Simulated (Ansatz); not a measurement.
**ZrHF₃ + H₂O: a complex and its separated parts, part 1 of 2**

Aim: how far the complex at one end of a reaction step lies below its separated, relaxed parts, level by level.

The runs use Ansatz 0.2.0, Gaussian basis; PBE0-D4/def2-TZVP structures, single points in def2-TZVPP, no counterpoise correction.

Levels: SPW92, PBE-D4, BLYP-D4, r2SCAN-D4, B97M-V, PBE0-D4, B3LYP-D4, r2SCAN0-D4, BHLYP-D4, CAM-B3LYP-D4, wB97X-V, wB97M-V, B2PLYP, PBE-QIDH, RPA on PBE, Hartree-Fock, MP2, CCSD, CCSD(T).

Correlated methods freeze the cores. Core potentials replace the inner electrons past krypton, and spin-orbit coupling is left out. B3LYP uses VWN-RPA correlation. B2PLYP carries no dispersion term here.

88 further runs of the same task are left out: 88 set aside as unsound or not needed. Runs told in other sessions of the task aren't counted.

## (1) Where the work starts

The complex: 8 atoms, charge 0, spin multiplicity 1.

Atoms are counted from 1 here; the program's logs count them from 0.

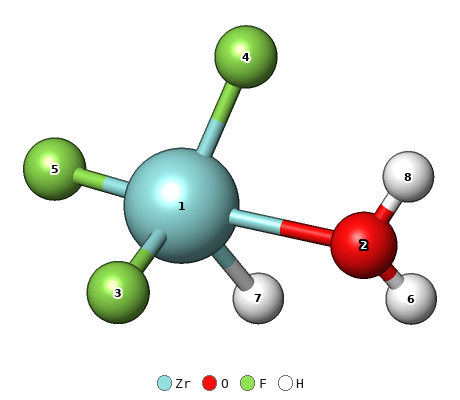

Start geometry, drawn with zirconium light teal, oxygen red, fluorine green, hydrogen white; atoms are numbered from 1 in the order of the file.

Geometry (Å):

```mol
F3H3OZr
  3D, bonds by distance, orders not assigned

  8  7  0  0  0  0  0  0  0  0999 V2000
   -0.6593   -0.2522   -0.5639 Zr  0  0
    1.1362    0.0784    0.9475 O   0  0
    0.0477   -1.9925   -0.8441 F   0  0
   -1.5064    0.1442    1.1154 F   0  0
   -2.0970   -0.0993   -1.7939 F   0  0
    1.8271    0.6774    0.6489 H   0  0
    0.4106    1.0736   -1.3268 H   0  0
    0.8413    0.3704    1.8168 H   0  0
  1  2  8  0
  1  3  8  0
  1  4  8  0
  1  5  8  0
  1  7  8  0
  2  6  8  0
  2  8  8  0
M  END
```

Its parts: ZrHF₃ holds atoms 1, 3, 4, 5, 7; H₂O holds atoms 2, 6, 8. Each part counts its atoms afresh in its own runs.

## (2) Relaxing ZrHF₃ alone

The input, relax-a/in.yaml:

```yaml
crystal:
  periodic: [false, false, false]
  atoms:
    - {symbol: Zr, position_ang: [-0.659307, -0.252208, -0.563921]}
    - {symbol: F, position_ang: [0.047666, -1.992529, -0.844086]}
    - {symbol: F, position_ang: [-1.506368, 0.144201, 1.115371]}
    - {symbol: F, position_ang: [-2.096998, -0.099346, -1.793915]}
    - {symbol: H, position_ang: [0.410567, 1.073647, -1.326762]}
basis:
  gaussian: {orbitals: def2-TZVP}
hamiltonian: {xc: pbe0, dispersion: d4}
relax: {f_tol: 0.005, max_steps: 200}
```

Run with:

```console
ansatz run in.yaml --threads 8 --pin off --events-out ev --progress --plain --max-ram 19148MiB
```

The log of the run, shortened:

```text
Functional definition: PBE0
  name "PBE0"
  cite "Adamo & Barone, J. Chem. Phys. 110, 6158 (1999) doi:10.1063/1.478522"
  cite "Perdew, Burke & Ernzerhof, Phys. Rev. Lett. 77, 3865 (1996) doi:10.1103/PhysRevLett.77.3865"
  parent pbe
[...]
911 factors; their error is unknown
[...]
mean field -9449.22837711 eV, -347.2527379417 hartree, gradient 3.5e-5 eV, S^2 0.000000; 0 other end points of the search recorded, 0 dependent functions left out
[...]
reference -9449.22843249 eV, -347.2527399769 hartree; 20, 20 occupied and 119, 119 virtual orbitals, 911 factors
[...]
reference -9449.41368641 eV, -347.2595479329 hartree; 20, 20 occupied and 119, 119 virtual orbitals, 911 factors
Total energy: -9449.47776821 eV, -347.2619028957 hartree
Atom 0 at    -0.787552    -0.252848    -0.672222 Å, force     0.000576    -0.000064     0.000843 eV/Å
Atom 1 at     0.088151    -1.924173    -0.771885 Å, force     0.000097    -0.000313    -0.000104 eV/Å
Atom 2 at    -1.330911     0.154864     1.090906 Å, force    -0.000270    -0.000022     0.000226 eV/Å
Atom 3 at    -2.220709    -0.132981    -1.897735 Å, force     0.000033     0.000397    -0.000409 eV/Å
Atom 4 at     0.446583     1.028903    -1.162378 Å, force    -0.000437     0.000002    -0.000556 eV/Å
Dipole moment:     0.004412     0.004747    -0.002017 e Å
```

It took 2.1 s on 8 threads of AMD EPYC 9R45, shared host.

Along the way:

```tsv
step	energy from step 1 (eV)	largest force component (eV/Å)
1	0.0000	1.4070
2	-0.1588	0.6991
3	-0.1851	0.0928
4	-0.1855	0.0207
5	-0.1855	0.0008
```

Close pairs (by a distance rule), those that changed most:

```tsv
bond	before (Å)	after (Å)	change (Å)
Zr1–F3	1.922	1.889	-0.033
Zr1–H5	1.867	1.846	-0.021
Zr1–F2	1.899	1.889	-0.010
Zr1–F4	1.898	1.889	-0.009
```

## (3) Relaxing H₂O alone

The input, relax-b/in.yaml:

```yaml
crystal:
  periodic: [false, false, false]
  atoms:
    - {symbol: O, position_ang: [1.136170, 0.078412, 0.947519]}
    - {symbol: H, position_ang: [1.827057, 0.677391, 0.648948]}
    - {symbol: H, position_ang: [0.841315, 0.370433, 1.816846]}
basis:
  gaussian: {orbitals: def2-TZVP}
hamiltonian: {xc: pbe0, dispersion: d4}
relax: {f_tol: 0.005, max_steps: 200}
```

Run with:

```console
ansatz run in.yaml --threads 8 --pin off --events-out ev --progress --plain --max-ram 19148MiB
```

The log of the run, shortened:

```text
[... 5 set-up lines as earlier in the session ...]
[...]
239 factors; their error is unknown
[...]
mean field -2078.32604277 eV, -76.3770733319 hartree, gradient 1.3e-5 eV, S^2 0.000000; 0 other end points of the search recorded, 0 dependent functions left out
[...]
reference -2078.33309081 eV, -76.3773323427 hartree; 5, 5 occupied and 38, 38 virtual orbitals, 239 factors
Total energy: -2078.33734664 eV, -76.3774887413 hartree
Atom 0 at     1.131437     0.068381     0.941534 Å, force    -0.000019    -0.000032    -0.000012 eV/Å
Atom 1 at     1.818200     0.679035     0.665405 Å, force     0.000091     0.000044    -0.000087 eV/Å
Atom 2 at     0.854905     0.378820     1.806373 Å, force    -0.000071    -0.000012     0.000099 eV/Å
Dipole moment:     0.151264     0.339632     0.217074 e Å
```

Wall time 0.3 s (8 threads of AMD EPYC 9R45, shared host).

Along the way:

```tsv
step	energy from step 1 (eV)	largest force component (eV/Å)
1	0.0000	0.2675
2	-0.0052	0.1448
3	-0.0070	0.0253
4	-0.0070	0.0001
```

Distances of close pairs at the start and the end, largest changes first:

```tsv
bond	before (Å)	after (Å)	change (Å)
O1–H3	0.963	0.960	-0.004
O1–H2	0.962	0.960	-0.002
```

## (4) SPW92/def2-TZVPP

The input, parta/in.yaml:

```yaml
crystal:
  periodic: [false, false, false]
  atoms:
    - {symbol: Zr, position_ang: [-0.787552, -0.252848, -0.672222]}
    - {symbol: F, position_ang: [0.088151, -1.924173, -0.771885]}
    - {symbol: F, position_ang: [-1.330911, 0.154864, 1.090906]}
    - {symbol: F, position_ang: [-2.220709, -0.132981, -1.897735]}
    - {symbol: H, position_ang: [0.446583, 1.028903, -1.162378]}
basis:
  gaussian: {orbitals: def2-TZVPP}
hamiltonian: {xc: lda}
```

The input, partb/in.yaml:

```yaml
crystal:
  periodic: [false, false, false]
  atoms:
    - {symbol: O, position_ang: [1.131437, 0.068381, 0.941534]}
    - {symbol: H, position_ang: [1.818200, 0.679035, 0.665405]}
    - {symbol: H, position_ang: [0.854905, 0.378820, 1.806373]}
basis:
  gaussian: {orbitals: def2-TZVPP}
hamiltonian: {xc: lda}
```

Each run has its own folder and the same command.

Run with:

```console
ansatz run in.yaml --threads 8 --pin off --events-out ev --progress --plain --max-ram 19148MiB
```

Log of parta, shortened:

```text
Functional definition: SPW92
  name "SPW92"
  cite "Dirac, Proc. Camb. Phil. Soc. 26, 376 (1930) doi:10.1017/S0305004100016108"
  cite "Slater, Phys. Rev. 81, 385 (1951) doi:10.1103/PhysRev.81.385"
  cite "Perdew & Wang, Phys. Rev. B 45, 13244 (1992) doi:10.1103/PhysRevB.45.13244"
[...]
839 factors; their error is unknown
[...]
mean field -9402.91210178 eV, -345.5506462178 hartree, gradient 6.8e-5 eV, S^2 0.000000; 0 other end points of the search recorded, 0 dependent functions left out
reference -9402.91217158 eV, -345.5506487826 hartree; 20, 20 occupied and 143, 143 virtual orbitals, 839 factors
Total energy: -9402.91217158 eV, -345.5506487826 hartree
```

Log of partb, shortened:

```text
[... 5 set-up lines as earlier in the session ...]
[...]
269 factors; their error is unknown
[...]
mean field -2065.39694186 eV, -75.9019376370 hartree, gradient 5.3e-5 eV, S^2 0.000000; 0 other end points of the search recorded, 0 dependent functions left out
reference -2065.39696069 eV, -75.9019383290 hartree; 5, 5 occupied and 54, 54 virtual orbitals, 269 factors
Total energy: -2065.39696069 eV, -75.9019383290 hartree
```

Wall times: 0.25 s (parta), 0.1 s (partb) on 8 threads of AMD EPYC 9R45, shared host.

## (5) PBE-D4/def2-TZVPP

The same edit goes into each in.yaml of step 4 (parta, partb):

```diff
-hamiltonian: {xc: lda}
+hamiltonian: {xc: pbe, dispersion: d4}
```

One command serves all of them, each in its own folder.

Run with:

```console
ansatz run in.yaml --threads 8 --pin off --events-out ev --progress --plain --max-ram 19148MiB
```

Output in parta, shortened:

```text
Functional definition: PBE
  name "PBE"
[... 2 set-up lines as earlier in the session ...]
[...]
839 factors; their error is unknown
[...]
mean field -9450.56478451 eV, -347.3018500080 hartree, gradient 7.7e-5 eV, S^2 0.000000; 0 other end points of the search recorded, 0 dependent functions left out
reference -9450.56485951 eV, -347.3018527642 hartree; 20, 20 occupied and 143, 143 virtual orbitals, 839 factors
Total energy: -9450.64068042 eV, -347.3046391310 hartree
```

Log of partb, shortened:

```text
[... 4 set-up lines as earlier in the session ...]
[...]
269 factors; their error is unknown
[...]
mean field -2078.40756859 eV, -76.3800693505 hartree, gradient 4.4e-5 eV, S^2 0.000000; 0 other end points of the search recorded, 0 dependent functions left out
reference -2078.40758907 eV, -76.3800701029 hartree; 5, 5 occupied and 54, 54 virtual orbitals, 269 factors
Total energy: -2078.41290612 eV, -76.3802655009 hartree
```

Wall times: 0.3 s (parta), 0.1 s (partb) on 8 threads of AMD EPYC 9R45, shared host.

## (6) BLYP-D4/def2-TZVPP

Each input of step 5 (parta, partb) changes in the same lines:

```diff
-hamiltonian: {xc: pbe, dispersion: d4}
+hamiltonian: {xc: {name: BLYP}, dispersion: d4}
```

One command serves all of them, each in its own folder.

Run with:

```console
ansatz run in.yaml --threads 8 --pin off --events-out ev --progress --plain --max-ram 19148MiB
```

Log of parta, shortened:

```text
Functional definition: BLYP
  name "BLYP"
  cite "Becke, Phys. Rev. A 38, 3098 (1988) doi:10.1103/PhysRevA.38.3098"
  cite "Lee, Yang & Parr, Phys. Rev. B 37, 785 (1988) doi:10.1103/PhysRevB.37.785"
[...]
839 factors; their error is unknown
[...]
mean field -9456.78955086 eV, -347.5306059520 hartree, gradient 4.0e-5 eV, S^2 0.000000; 0 other end points of the search recorded, 0 dependent functions left out
reference -9456.78994475 eV, -347.5306204272 hartree; 20, 20 occupied and 143, 143 virtual orbitals, 839 factors
Total energy: -9456.95187704 eV, -347.5365713289 hartree
```

Log of partb, shortened:

```text
[... 4 set-up lines as earlier in the session ...]
[...]
269 factors; their error is unknown
[...]
mean field -2080.27678299 eV, -76.4487617125 hartree, gradient 8.6e-5 eV, S^2 0.000000; 0 other end points of the search recorded, 0 dependent functions left out
reference -2080.27697253 eV, -76.4487686783 hartree; 5, 5 occupied and 54, 54 virtual orbitals, 269 factors
Total energy: -2080.28981494 eV, -76.4492406281 hartree
```

Wall times: 0.35 s (parta), 0.1 s (partb) on 8 threads of AMD EPYC 9R45, shared host.

## (7) r2SCAN-D4/def2-TZVPP

The same edit goes into each in.yaml of step 6 (parta, partb):

```diff
-hamiltonian: {xc: {name: BLYP}, dispersion: d4}
+hamiltonian: {xc: r2scan, dispersion: d4}
```

The same command starts each run, in its folder.

Run with:

```console
ansatz run in.yaml --threads 8 --pin off --events-out ev --progress --plain --max-ram 19148MiB
```

Log of parta, shortened:

```text
Functional definition: r2SCAN
  name "r2SCAN"
  cite "Furness, Kaplan, Ning, Perdew & Sun, J. Phys. Chem. Lett. 11, 8208 (2020) doi:10.1021/acs.jpclett.0c02405"
  cite "Furness, Kaplan, Ning, Perdew & Sun, J. Phys. Chem. Lett. 11, 9248 (2020) doi:10.1021/acs.jpclett.0c03077"
  parent r2scan
[...]
839 factors; their error is unknown
[...]
mean field -9455.23702241 eV, -347.4735515836 hartree, gradient 2.6e-5 eV, S^2 0.000000; 0 other end points of the search recorded, 0 dependent functions left out
reference -9455.23704626 eV, -347.4735524603 hartree; 20, 20 occupied and 143, 143 virtual orbitals, 839 factors
Total energy: -9455.25453685 eV, -347.4741952275 hartree
```

Output in partb, shortened:

```text
[... 5 set-up lines as earlier in the session ...]
[...]
269 factors; their error is unknown
[...]
mean field -2079.58114777 eV, -76.4231975897 hartree, gradient 8.5e-5 eV, S^2 0.000000; 0 other end points of the search recorded, 0 dependent functions left out
reference -2079.58115297 eV, -76.4231977809 hartree; 5, 5 occupied and 54, 54 virtual orbitals, 269 factors
Total energy: -2079.58242550 eV, -76.4232445454 hartree
```

Times: 0.55 s (parta), 0.2 s (partb) on 8 threads of AMD EPYC 9R45, shared host.

## (8) B97M-V/def2-TZVPP

The same edit goes into each in.yaml of step 7 (parta, partb):

```diff
-hamiltonian: {xc: r2scan, dispersion: d4}
+hamiltonian: {xc: {name: B97M-V}}
```

Each run has its own folder and the same command.

Run with:

```console
ansatz run in.yaml --threads 8 --pin off --events-out ev --progress --plain --max-ram 19148MiB
```

parta printed, shortened:

```text
Functional definition: B97M-V
  name "B97M-V"
  cite "Mardirossian & Head-Gordon, J. Chem. Phys. 142, 074111 (2015) doi:10.1063/1.4907719"
  cite "Becke, J. Chem. Phys. 107, 8554 (1997) doi:10.1063/1.475007"
  cite "Vydrov & Van Voorhis, J. Chem. Phys. 133, 244103 (2010) doi:10.1063/1.3521275"
  # Of w^i u^j: cxij and so on, Table III.
[...]
  gx(w, u) = cx00 + cx01*u + cx02*u^2 + (cx10 + cx11*u)*w
[...]
  gos(w, u) = cos00 + cos01*u + cos03*u^3 + cos10*w + cos32*w^3*u^2
[...]
      + integral(e_c_pw_mod_opposite_spin*gos(b97_w_opposite, b97_u_opposite)) + vv10(b, c)
839 factors; their error is unknown
[...]
mean field -9455.28184542 eV, -347.4751987991 hartree, gradient 1.7e-5 eV, S^2 0.000000; 0 other end points of the search recorded, 0 dependent functions left out
reference -9455.28194379 eV, -347.4752024138 hartree; 20, 20 occupied and 143, 143 virtual orbitals, 839 factors
Total energy: -9455.28194379 eV, -347.4752024138 hartree
```

partb printed, shortened:

```text
[... 5 set-up lines as earlier in the session ...]
  # Of w^i u^j: cxij and so on, Table III.
[...]
  gx(w, u) = cx00 + cx01*u + cx02*u^2 + (cx10 + cx11*u)*w
[...]
  gos(w, u) = cos00 + cos01*u + cos03*u^3 + cos10*w + cos32*w^3*u^2
[...]
      + integral(e_c_pw_mod_opposite_spin*gos(b97_w_opposite, b97_u_opposite)) + vv10(b, c)
269 factors; their error is unknown
[...]
mean field -2079.93551478 eV, -76.4362203374 hartree, gradient 2.9e-5 eV, S^2 0.000000; 0 other end points of the search recorded, 0 dependent functions left out
reference -2079.93554160 eV, -76.4362213228 hartree; 5, 5 occupied and 54, 54 virtual orbitals, 269 factors
Total energy: -2079.93554160 eV, -76.4362213228 hartree
```

Times: 0.9 s (parta), 0.15 s (partb) on 8 threads of AMD EPYC 9R45, shared host.

## (9) PBE0-D4/def2-TZVPP

The same edit goes into each in.yaml of step 8 (parta, partb):

```diff
-hamiltonian: {xc: {name: B97M-V}}
+hamiltonian: {xc: pbe0, dispersion: d4}
+output: {orbitals: {seedname: orbitals}}
```

One command serves all of them, each in its own folder.

Run with:

```console
ansatz run in.yaml --threads 8 --pin off --events-out ev --progress --plain --max-ram 19148MiB
```

Output in parta, shortened:

```text
[... 5 set-up lines as earlier in the session ...]
[...]
917 factors; their error is unknown
[...]
mean field -9449.59686408 eV, -347.2662795881 hartree, gradient 2.8e-5 eV, S^2 0.000000; 0 other end points of the search recorded, 0 dependent functions left out
reference -9449.59691698 eV, -347.2662815321 hartree; 20, 20 occupied and 143, 143 virtual orbitals, 917 factors
Total energy: -9449.66099878 eV, -347.2686364949 hartree
```

Log of partb, shortened:

```text
[... 5 set-up lines as earlier in the session ...]
[...]
269 factors; their error is unknown
[...]
mean field -2078.42782130 eV, -76.3808136237 hartree, gradient 1.2e-5 eV, S^2 0.000000; 0 other end points of the search recorded, 0 dependent functions left out
reference -2078.42783580 eV, -76.3808141567 hartree; 5, 5 occupied and 54, 54 virtual orbitals, 269 factors
Total energy: -2078.43209162 eV, -76.3809705552 hartree
```

Times: 0.4 s (parta), 0.1 s (partb) on 8 threads of AMD EPYC 9R45, shared host.

## (10) B3LYP-D4/def2-TZVPP

The same edit goes into each in.yaml of step 9 (parta, partb):

```diff
-hamiltonian: {xc: pbe0, dispersion: d4}
-output: {orbitals: {seedname: orbitals}}
+hamiltonian: {xc: {name: B3LYP}, dispersion: d4}
```

Each run has its own folder and the same command.

Run with:

```console
ansatz run in.yaml --threads 8 --pin off --events-out ev --progress --plain --max-ram 19148MiB
```

parta printed, shortened:

```text
Functional definition: B3LYP
  name "B3LYP"
  cite "Stephens, Devlin, Chabalowski & Frisch, J. Phys. Chem. 98, 11623 (1994) doi:10.1021/j100096a001"
[... 2 set-up lines as earlier in the session ...]
  cite "Vosko, Wilk & Nusair, Can. J. Phys. 58, 1200 (1980) doi:10.1139/p80-159"
[...]
873 factors; their error is unknown
[...]
mean field -9458.41429846 eV, -347.5903143250 hartree, gradient 7.4e-5 eV, S^2 0.000000; 0 other end points of the search recorded, 0 dependent functions left out
reference -9458.41459271 eV, -347.5903251383 hartree; 20, 20 occupied and 143, 143 virtual orbitals, 873 factors
Total energy: -9458.53752664 eV, -347.5948428768 hartree
```

Output in partb, shortened:

```text
[... 6 set-up lines as earlier in the session ...]
[...]
269 factors; their error is unknown
[...]
mean field -2080.76395956 eV, -76.4666651215 hartree, gradient 1.1e-5 eV, S^2 0.000000; 0 other end points of the search recorded, 0 dependent functions left out
reference -2080.76409793 eV, -76.4666702062 hartree; 5, 5 occupied and 54, 54 virtual orbitals, 269 factors
Total energy: -2080.77252398 eV, -76.4669798579 hartree
```

Wall times: 0.4 s (parta), 0.1 s (partb) on 8 threads of AMD EPYC 9R45, shared host.

## (11) r2SCAN0-D4/def2-TZVPP

The same edit goes into each in.yaml of step 10 (parta, partb):

```diff
-hamiltonian: {xc: {name: B3LYP}, dispersion: d4}
+hamiltonian: {xc: {name: r2SCAN0}, dispersion: d4}
```

Each run has its own folder and the same command.

Run with:

```console
ansatz run in.yaml --threads 8 --pin off --events-out ev --progress --plain --max-ram 19148MiB
```

parta printed, shortened:

```text
Functional definition: r2SCAN0
  name "r2SCAN0"
  cite "Bursch, Neugebauer, Ehlert & Grimme, J. Chem. Phys. 156, 134105 (2022) doi:10.1063/5.0086040"
[... 3 set-up lines as earlier in the session ...]
[...]
917 factors; their error is unknown
[...]
mean field -9452.87304809 eV, -347.3866771298 hartree, gradient 2.2e-5 eV, S^2 0.000000; 0 other end points of the search recorded, 0 dependent functions left out
reference -9452.87306643 eV, -347.3866778040 hartree; 20, 20 occupied and 143, 143 virtual orbitals, 917 factors
Total energy: -9452.89403885 eV, -347.3874485261 hartree
```

Output in partb, shortened:

```text
[... 6 set-up lines as earlier in the session ...]
[...]
269 factors; their error is unknown
[...]
mean field -2079.27470810 eV, -76.4119361397 hartree, gradient 1.9e-5 eV, S^2 0.000000; 0 other end points of the search recorded, 0 dependent functions left out
reference -2079.27471220 eV, -76.4119362904 hartree; 5, 5 occupied and 54, 54 virtual orbitals, 269 factors
Total energy: -2079.27611635 eV, -76.4119878920 hartree
```

They took 0.55 s (parta), 0.2 s (partb) on 8 threads of AMD EPYC 9R45, shared host.

## (12) BHLYP-D4/def2-TZVPP

The same edit goes into each in.yaml of step 11 (parta, partb):

```diff
-hamiltonian: {xc: {name: r2SCAN0}, dispersion: d4}
+hamiltonian: {xc: {name: BHLYP}, dispersion: d4}
```

Each run has its own folder and the same command.

Run with:

```console
ansatz run in.yaml --threads 8 --pin off --events-out ev --progress --plain --max-ram 19148MiB
```

Log of parta, shortened:

```text
Functional definition: BHLYP
  name "BHLYP"
  cite "Becke, J. Chem. Phys. 98, 1372 (1993) doi:10.1063/1.464304"
[... 2 set-up lines as earlier in the session ...]
[...]
994 factors; their error is unknown
[...]
mean field -9452.29739780 eV, -347.3655223720 hartree, gradient 2.3e-5 eV, S^2 0.000000; 0 other end points of the search recorded, 0 dependent functions left out
reference -9452.29758777 eV, -347.3655293530 hartree; 20, 20 occupied and 143, 143 virtual orbitals, 994 factors
Total energy: -9452.40113642 eV, -347.3693346959 hartree
```

Output in partb, shortened:

```text
[... 5 set-up lines as earlier in the session ...]
[...]
295 factors; their error is unknown
[...]
mean field -2079.57890968 eV, -76.4231153414 hartree, gradient 2.0e-5 eV, S^2 0.000000; 0 other end points of the search recorded, 0 dependent functions left out
reference -2079.57900047 eV, -76.4231186780 hartree; 5, 5 occupied and 54, 54 virtual orbitals, 295 factors
Total energy: -2079.58395228 eV, -76.4233006535 hartree
```

Wall times: 0.4 s (parta), 0.1 s (partb) on 8 threads of AMD EPYC 9R45, shared host.

## (13) CAM-B3LYP-D4/def2-TZVPP

Each input of step 12 (parta, partb) changes in the same lines:

```diff
-hamiltonian: {xc: {name: BHLYP}, dispersion: d4}
+hamiltonian: {xc: {name: CAM-B3LYP}, dispersion: d4}
```

Each run has its own folder and the same command.

Run with:

```console
ansatz run in.yaml --threads 8 --pin off --events-out ev --progress --plain --max-ram 19148MiB
```

Log of parta, shortened:

```text
Functional definition: CAM-B3LYP
  name "CAM-B3LYP"
  cite "Yanai, Tew & Handy, Chem. Phys. Lett. 393, 51 (2004) doi:10.1016/j.cplett.2004.06.011"
  cite "Iikura, Tsuneda, Yanai & Hirao, J. Chem. Phys. 115, 3540 (2001) doi:10.1063/1.1383587"
[... 2 set-up lines as earlier in the session ...]
[...]
  # Exact exchange under (alpha + beta erf(omega r))/r, Becke's under what is left of 1/r.
[...]
873 factors; their error is unknown
211 factors; integrals over basis functions are off by at most 2.3e-5 eV
[...]
mean field -9455.10427400 eV, -347.4686731696 hartree, gradient 2.1e-5 eV, S^2 0.000000; 0 other end points of the search recorded, 0 dependent functions left out
reference -9455.10441794 eV, -347.4686784593 hartree; 20, 20 occupied and 143, 143 virtual orbitals, 873 factors
Total energy: -9455.17008029 eV, -347.4710915061 hartree
```

partb printed, shortened:

```text
[... 6 set-up lines as earlier in the session ...]
[...]
  # Exact exchange under (alpha + beta erf(omega r))/r, Becke's under what is left of 1/r.
[...]
269 factors; their error is unknown
72 factors; integrals over basis functions are off by at most 1.6e-5 eV
[...]
mean field -2079.99968535 eV, -76.4385785621 hartree, gradient 1.1e-5 eV, S^2 0.000000; 0 other end points of the search recorded, 0 dependent functions left out
reference -2079.99975278 eV, -76.4385810401 hartree; 5, 5 occupied and 54, 54 virtual orbitals, 269 factors
Total energy: -2080.00381873 eV, -76.4387304612 hartree
```

Wall times: 0.45 s (parta), 0.15 s (partb) on 8 threads of AMD EPYC 9R45, shared host.

(Continued in part 2 of 2.)
